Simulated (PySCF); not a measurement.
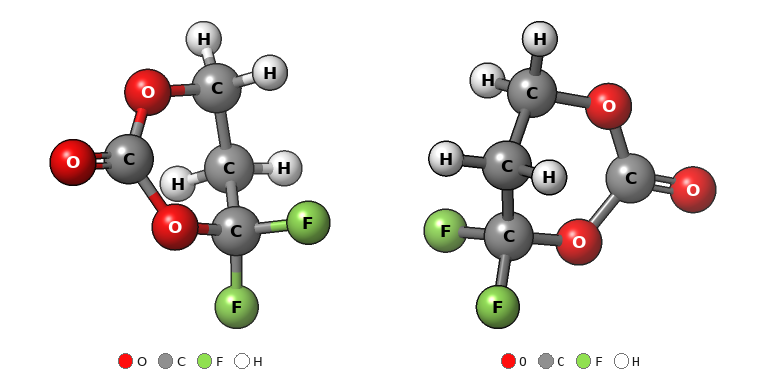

Both panels show the same species.

The geometry was computed by an optimisation with GFN2-xTB. No frequency run is at hand to confirm it as a minimum.

> Count the atoms of each element.

C4H4F2O3, 13 atoms: 4 carbon, 4 hydrogen, 2 fluorine and 3 oxygen.

> Does it have rings?

Independent rings (smallest set): 1 of 6 members.

> Give a SMILES string for it.

O=C1OCCC(F)(F)O1

More results for the same structure follow; atom numbers are the same in all pictures, views and colours differ.

### Symmetry

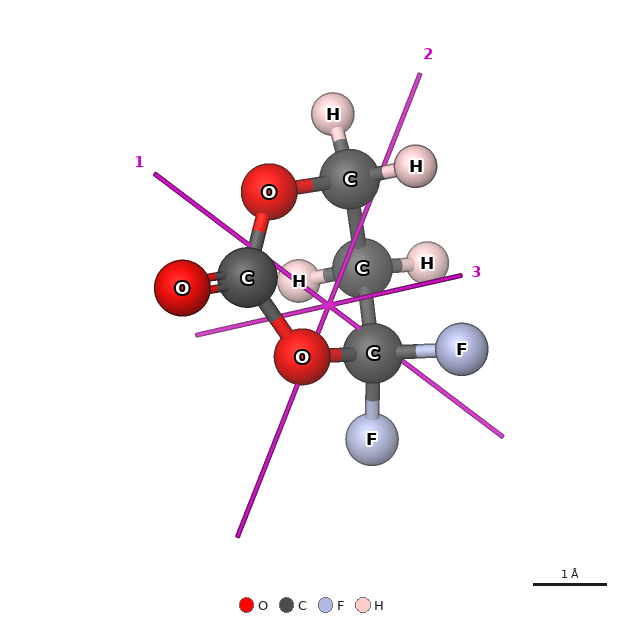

The three principal axes of inertia are drawn and numbered. Depth is shown by fading: the farther an atom, the more it takes the colour of the background. No frequency run is at hand to confirm it as a minimum. Masses are those of the most abundant isotopes; constants are for the rigid equilibrium geometry.

> Which line is the a axis (least moment of inertia), which b and which c?

a is line 1, b is line 2, c is line 3; the moments are 184, 335, 424 u Å².

> Classify the rotor and give the rotational constants (cm⁻¹).

An asymmetric top (C1): A = 0.0916, B = 0.0503, C = 0.0398 cm⁻¹. Ray's parameter κ is −0.60, nearer the prolate limit.

### Electronic properties

No frequency run is at hand to confirm it as a minimum. Method: PBE0/def2-SVPD, gas phase (PySCF 2.14.0). Excitations: vertical, linear response.

> What is the mean static polarisability?

57.1 bohr³.

> Estimate the brightest of the 6 lowest singlets.

8.70 eV.

> Estimate the dipole moment.

5.25 D.

> Estimate the HOMO–LUMO gap.

9.34 eV.

### NMR shielding

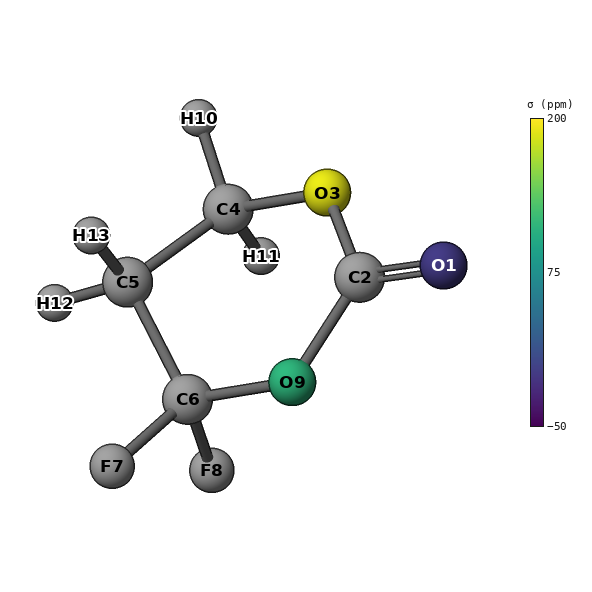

Atoms are coloured by their isotropic NMR shieldings (O only, the others grey). No frequency run is at hand to confirm it as a minimum. Level of theory: GIAO PBE0/pcSseg-1 NMR shielding, non-relativistic, gas phase (PySCF 2.14.0).

List the isotropic NMR shieldings of the O atoms.

| atom | σ (ppm) |
| --- | --- |
| O1 | −6.9 |
| O3 | 189.8 |
| O9 | 112.6 |

### Quadrupole coupling

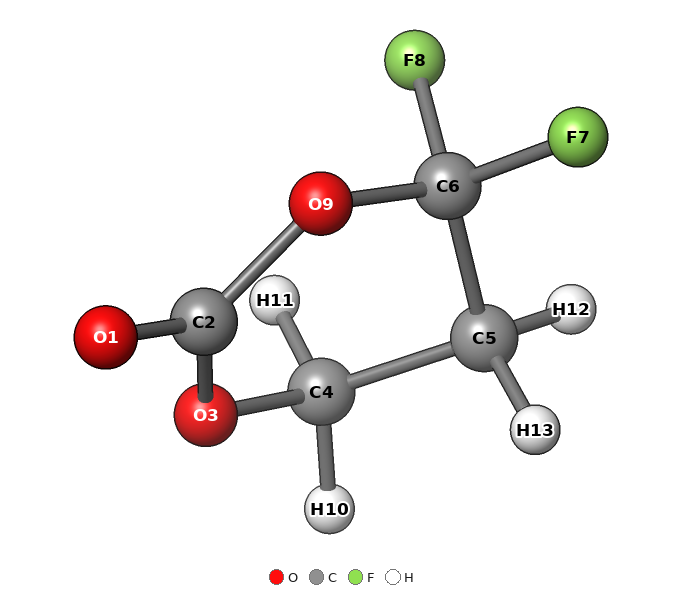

No frequency run is at hand to confirm it as a minimum. Electric field gradients from the ground-state density, PBE0/pcSseg-1 (PySCF 2.14.0), non-relativistic apart from any core potentials.

Give the largest field-gradient component, the quadrupole coupling constant and the asymmetry for 17O at O1 (Q = −25.6 mb), 17O at O3 (Q = −25.6 mb), 17O at O9 (Q = −25.6 mb), 2H at H10 (Q = 2.86 mb), 2H at H11 (Q = 2.86 mb), 2H at H12 (Q = 2.86 mb), 2H at H13 (Q = 2.86 mb).

```json
{"atom": "O1", "V_zz (a.u.)": "−1.491", "e²qQ/h (MHz)": "8.97", "η": "0.03"}
{"atom": "O3", "V_zz (a.u.)": "1.850", "e²qQ/h (MHz)": "−11.13", "η": "0.48"}
{"atom": "O9", "V_zz (a.u.)": "1.845", "e²qQ/h (MHz)": "−11.10", "η": "0.49"}
{"atom": "H10", "V_zz (a.u.)": "0.293", "e²qQ/h (MHz)": "0.197", "η": "0.07"}
{"atom": "H11", "V_zz (a.u.)": "0.279", "e²qQ/h (MHz)": "0.187", "η": "0.07"}
{"atom": "H12", "V_zz (a.u.)": "0.304", "e²qQ/h (MHz)": "0.204", "η": "0.02"}
{"atom": "H13", "V_zz (a.u.)": "0.296", "e²qQ/h (MHz)": "0.199", "η": "0.02"}
```

### Ring current

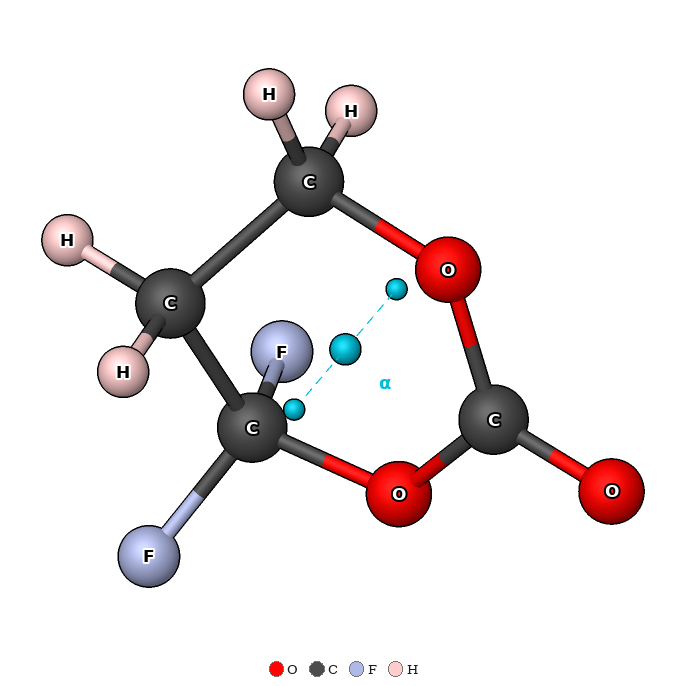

The small points mark where nucleus-independent chemical shifts (NICS) were computed: at the centre of each lettered ring and 1 Å above and below it. No frequency run is at hand to confirm it as a minimum. Method: GIAO PBE0/pcSseg-1 NMR shielding, non-relativistic, gas phase (PySCF 2.14.0).

Give NICS(0), NICS(1) and the out-of-plane component NICS(1)zz for each ring (means of the two sides).

```
ring  members  NICS(0)  NICS(1)  NICS(1)zz
   α     C4O2     −3.7     −2.5       −0.1
```

Values in ppm.

> What do the values say about the ring currents?

Ring α: weak, as in a non-aromatic ring. NICS is one index among several.
